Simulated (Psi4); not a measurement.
# M06-2X/6-311++G(3df,3pd) (sweep point 9) run of PH3S (SMILES [PH3]=S)

What is the energy change on altering one bond length of PH3S at M06-2X/6-311++G(3df,3pd) (sweep point 9)? 

The results are computed with Psi4 1.11.

## Step 1: Starting point

PH3S: 5 atoms, total charge 0, spin state singlet. SMILES: `[PH3]=S`. Geometry: relaxed at GFN2-xTB.

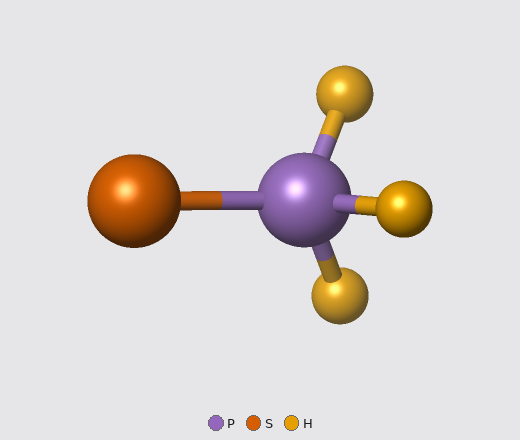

The structure, seen from a chosen angle (phosphorus purple, sulfur orange, hydrogen amber).

## Step 2: A single-point energy at M06-2X/6-311++G(3df,3pd) (sweep point 9)

input.inp reads:

```
memory 1600 MB

molecule mol {
  0 1
  P      0.007920    -0.006600     0.007660
  S      1.261690    -0.941140     1.111260
  H     -1.166840     0.461930     0.594540
  H     -0.532470    -0.676580    -1.089190
  H      0.429710     1.162380    -0.624270
  units angstrom
  symmetry c1
}

set {
  basis                6-311++G(3df,3pd)
  puream               true
  scf_type             pk
  dft_radial_points    99
  dft_spherical_points 590
}

energy_value, wavefunction = energy('m06-2x', return_wfn=True)
print_variables()
```

Run with:

```sh
$ psi4 -n 1 input.inp input.out
```

input.out:

```text
[...]
  Running in c1 symmetry.
[...]
  Nuclear repulsion =   93.089271308523081
[...]
  Multiplicity = 1
[...]
  Nalpha       = 17
  Nbeta        = 17
[...]
    Number of basis functions: 148
[...]
   @RKS iter   1:  -741.25687827410911   -3.77156e-02   3.34256e-03 DIIS/ADIIS
[...]
   @RKS iter   7:  -741.32782156424832   -1.71075e-07   8.89354e-07 DIIS
[...]
    Orbital Energies [Eh]
    ---------------------
    Doubly Occupied:
       1A    -89.854136     2A    -78.096048     3A     -8.221206
       4A     -6.917795     5A     -6.142537     6A     -6.137994
       7A     -6.137993     8A     -5.034749     9A     -5.034746
      10A     -5.033730    11A     -0.852577    12A     -0.699015
      13A     -0.508549    14A     -0.508291    15A     -0.431326
      16A     -0.299252    17A     -0.299221
[...]
  @RKS Final Energy:  -741.32782156424832
   => Energetics <=
    Nuclear Repulsion Energy =             93.0892713085230810
    One-Electron Energy =               -1209.2189605530779772
    Two-Electron Energy =                 398.5455069775822494
    DFT Exchange-Correlation Energy =     -23.7436392972758092
    Empirical Dispersion Energy =           0.0000000000000000
    VV10 Nonlocal Energy =                  0.0000000000000000
    Total Energy =                       -741.3278215642483246
[...]
 Multipole Moments:
 ------------------------------------------------------------------------------------
     Multipole            Electronic (a.u.)      Nuclear  (a.u.)        Total (a.u.)
 ------------------------------------------------------------------------------------
 L = 1.  Multiply by 2.5417464519 to convert [e a0] to [Debye]
 Dipole X            :          1.3827999           -2.3073834           -0.9245835
 Dipole Y            :         -1.0341694            1.7230471            0.6888777
 Dipole Z            :          1.2205282           -2.0341520           -0.8136237
 Magnitude           :                                                    1.4111664
[...]
```

Wall time 34 s (1 thread of Intel Xeon Platinum 8488C (Sapphire Rapids), shared host); peak memory 1.2 GiB.

## Step 3: The distorted shape, same level

h3ps.dat reads:

```
memory 1600 MB

molecule molecule1 {
  0 1
  P      0.278116     0.328391     0.556087
  S      1.531886    -0.606149     1.659687
  H     -0.896644     0.796921     1.142967
  H     -0.532470    -0.676580    -1.089190
  H      0.699906     1.497371    -0.075843
  units angstrom
  symmetry c1
}

set {
  basis 6-311++G(3df,3pd)
  reference rks
  puream true
  scf_type pk
  dft_radial_points 99
  dft_spherical_points 590
}

energy('m06-2x')
print_variables()
```

Run with:

```sh
$ psi4 h3ps.dat h3ps.out -n 1
```

h3ps.out:

```text
[...]
  Running in c1 symmetry.
[...]
  Nuclear repulsion =   90.579658817520325
[...]
  Multiplicity = 1
[...]
  Nalpha       = 17
  Nbeta        = 17
[...]
    Number of basis functions: 148
[...]
   @RKS iter   1:  -741.16459382930077   -1.44263e-01   3.42423e-03 ADIIS/DIIS
[...]
   @RKS iter   8:  -741.25559196500376   -2.16011e-07   9.78578e-07 DIIS
[...]
    Orbital Energies [Eh]
    ---------------------
    Doubly Occupied:
       1A    -89.875335     2A    -78.117337     3A     -8.241737
       4A     -6.935205     5A     -6.162765     6A     -6.159043
       7A     -6.158128     8A     -5.052518     9A     -5.051576
      10A     -5.050860    11A     -0.853595    12A     -0.689955
      13A     -0.513019    14A     -0.452281    15A     -0.411415
      16A     -0.312445    17A     -0.299322
[...]
  @RKS Final Energy:  -741.25559196500376
   => Energetics <=
    Nuclear Repulsion Energy =             90.5796588175203254
    One-Electron Energy =               -1203.8468570309298684
    Two-Electron Energy =                 395.6947200735419869
    DFT Exchange-Correlation Energy =     -23.6831138251361786
    Empirical Dispersion Energy =           0.0000000000000000
    VV10 Nonlocal Energy =                  0.0000000000000000
    Total Energy =                       -741.2555919650037595
[...]
 Multipole Moments:
 ------------------------------------------------------------------------------------
     Multipole            Electronic (a.u.)      Nuclear  (a.u.)        Total (a.u.)
 ------------------------------------------------------------------------------------
 L = 1.  Multiply by 2.5417464519 to convert [e a0] to [Debye]
 Dipole X            :          1.9235657           -2.5527637           -0.6291980
 Dipole Y            :         -0.6638090            1.4188228            0.7550137
 Dipole Z            :          2.1435777           -2.5322096           -0.3886320
 Magnitude           :                                                    1.0568683
[...]
```

Wall time 36 s (1 thread of Intel Xeon Platinum 8488C (Sapphire Rapids), shared host); peak memory 1.2 GiB.

## Step 4: Results

At M06-2X/6-311++G(3df,3pd) (sweep point 9):

```
                                                         quantity          value
                                        first shape: total energy  -741.32782 Eh
                                       first shape: dipole moment         3.59 D
                                         first shape: HOMO energy       -8.14 eV
                                         first shape: LUMO energy       -0.36 eV
                                       first shape: HOMO–LUMO gap        7.78 eV
                                    distorted shape: total energy  -741.25559 Eh
                                   distorted shape: dipole moment         2.69 D
                                     distorted shape: HOMO energy       -8.14 eV
                                     distorted shape: LUMO energy       -1.76 eV
                                   distorted shape: HOMO–LUMO gap        6.39 eV
energy change with the P1–H4 bond stretched from 1.394 to 2.091 Å       1.965 eV
```

With the P1–H4 bond stretched from 1.394 to 2.091 Å the energy rises by 1.97 eV (45 kcal/mol). The first shape isn't relaxed at this level, so the change isn't measured from a minimum.
